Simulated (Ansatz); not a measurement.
**ClGeHInSi (SMILES [SiH]1[Ge][Cl]->[In]1) (doublet): density, localisation and related maps**

Input file:

```
crystal:
  periodic: [false, false, false]
  atoms:
    - {symbol: Cl, position_ang: [-2.512635, -1.092256, 3.278173]}
    - {symbol: Ge, position_ang: [-2.969895, -1.647297, 1.045993]}
    - {symbol: In, position_ang: [-0.990620, 0.813942, 2.000827]}
    - {symbol: Si, position_ang: [-0.864269, -1.216057, 0.176831]}
    - {symbol: H, position_ang: [-1.017086, -0.928160, -1.300770]}
basis:
  gaussian:
    orbitals: def2-TZVPD
hamiltonian:
  xc: pbe0
magnetization:
  spin_polarized: true
  initial_magnetization: 1
output:
  forces: true
  orbitals: {seedname: orbitals}
```

Command:

```sh
ansatz run input.yaml --threads 2 --pin off --max-ram 4350MiB --events-out events.jsonl --progress --plain --runs-dir runs
```

Geometry: r2SCAN-D4/def2-SVP; core potentials replace the inner electrons of In.

Theory: isolated molecule in a Gaussian basis; Kohn-Sham density functional theory, functional PBE0 (Ansatz 0.2.0).

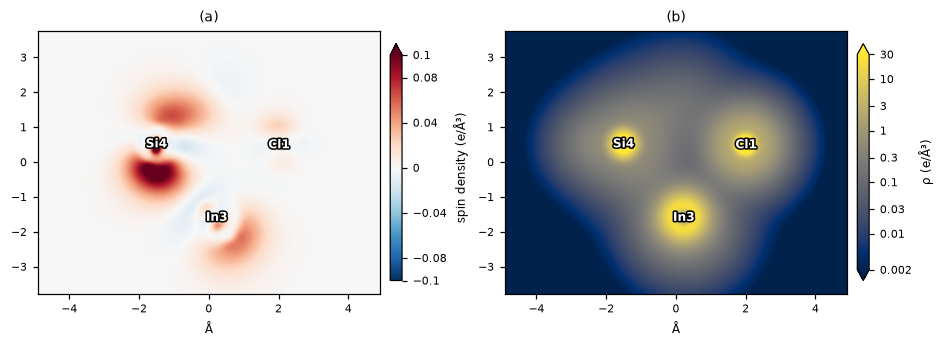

Figure 1. (a) spin density (α minus β); (b) electron density on the plane of atoms Cl1, In3 and Si4.

Question: Describe what can be read from this map.

Answer: The section cuts through Cl, In and Si sites.
In–Si (2.73 Å): the density is about 0.3 e/Å³ at the midpoint.
In–Cl (2.75 Å): ρ is about 0.25 e/Å³ halfway.
The unpaired spin (1 electron) lies mostly on Si4 (about 0.4), Ge2 (about 0.3) and In3 (about 0.2), in electrons by Hirshfeld's partition.

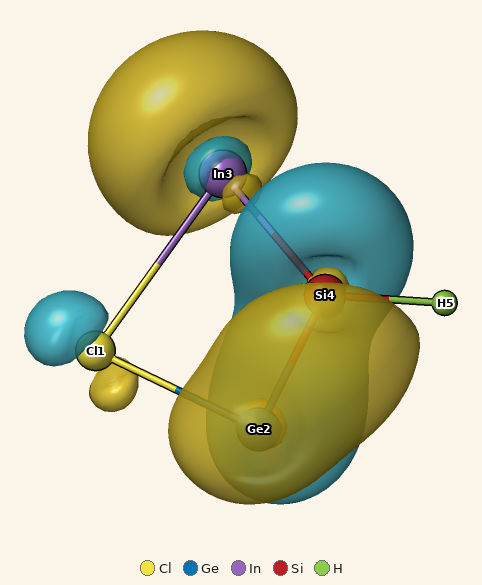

Figure 2. One frontier orbital at ±0.1 Å⁻³ᐟ² (yellow and cyan are the two phases), seen at a tilt.

Question: Which orbital is it: HOMO (α) or LUMO (α)?

Answer: The HOMO (α), at −5.83 eV. It lies mainly on In3 (about 35 %), Si4 (about 35 %) and Ge2 (about 30 %).
